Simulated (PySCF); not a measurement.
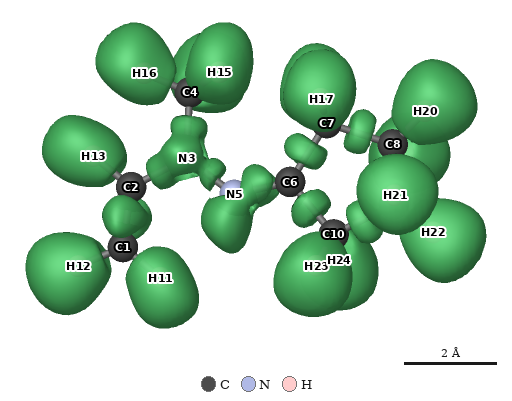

Figure. C₈H₁₄N₂. Isosurface of the electron localisation function at 0.75 (green), seen across its widest extent. Core shells and regions of very low density are left out.

Geometry: GFN2-xTB.

These are results of PySCF 2.14.0, PBE0/pcSseg-1, SCF density, gas phase, non-relativistic, not measurements.

```yaml
atoms:
  - { symbol: C, position_ang: [3.0330, -1.4130, -1.4092] }
  - { symbol: C, position_ang: [2.9728, -0.3168, -0.6619] }
  - { symbol: N, position_ang: [1.8124, 0.2526, -0.1661] }
  - { symbol: C, position_ang: [1.9132, 1.3627, 0.7608] }
  - { symbol: N, position_ang: [0.6821, -0.3779, -0.4870] }
  - { symbol: C, position_ang: [-0.5073, -0.1608, -0.1196] }
  - { symbol: C, position_ang: [-1.1583, 0.8580, 0.7997] }
  - { symbol: C, position_ang: [-2.5678, 0.3091, 1.0228] }
  - { symbol: C, position_ang: [-2.8981, -0.3837, -0.2971] }
  - { symbol: C, position_ang: [-1.5854, -1.0664, -0.6726] }
  - { symbol: H, position_ang: [2.1434, -1.9515, -1.6767] }
  - { symbol: H, position_ang: [3.9755, -1.7820, -1.7676] }
  - { symbol: H, position_ang: [3.8682, 0.2252, -0.3911] }
  - { symbol: H, position_ang: [1.8227, 1.0274, 1.7996] }
  - { symbol: H, position_ang: [1.1391, 2.0997, 0.5531] }
  - { symbol: H, position_ang: [2.8832, 1.8409, 0.6373] }
  - { symbol: H, position_ang: [-1.2175, 1.8242, 0.2890] }
  - { symbol: H, position_ang: [-0.6210, 0.9947, 1.7371] }
  - { symbol: H, position_ang: [-2.5545, -0.4251, 1.8307] }
  - { symbol: H, position_ang: [-3.2835, 1.0893, 1.2812] }
  - { symbol: H, position_ang: [-3.1619, 0.3612, -1.0498] }
  - { symbol: H, position_ang: [-3.7252, -1.0861, -0.2050] }
  - { symbol: H, position_ang: [-1.4665, -1.2170, -1.7443] }
  - { symbol: H, position_ang: [-1.5103, -2.0449, -0.1913] }
```

### Describe the localisation domains.

The ELF exceeds this value in six regions between bonded C–C atoms (shared pairs), 14 regions around hydrogen nuclei and two regions on N in which the atom's valence shell and bonds are merged. Along the contacts the grid gives the following. C–N (1.26 Å): the ELF peaks at about 0.90 between the atoms: a multiple bond. C–C (1.33 Å): the ELF peaks at about 0.90 between the atoms; a short, multiple covalent bond.
